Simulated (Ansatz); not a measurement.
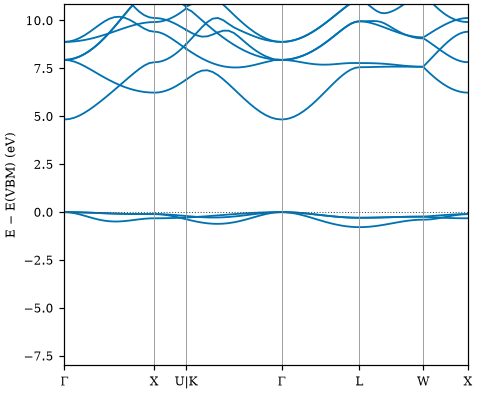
Band structure from plane-wave PAW PBE (Ansatz code)

Task: Read off the gap and where the band edges lie.

Result: About 4.8 eV (4.83 eV by a search for the band edges); maximum at Γ, minimum at Γ.

The material is RbCl (rock salt, Fm-3m).

The PBE relaxation kept the symmetry of its start; phonons on a q-mesh show no instability. Spin–orbit coupling is left out wherever it is not named.

Potentials: the later of the program's two PAW sets.
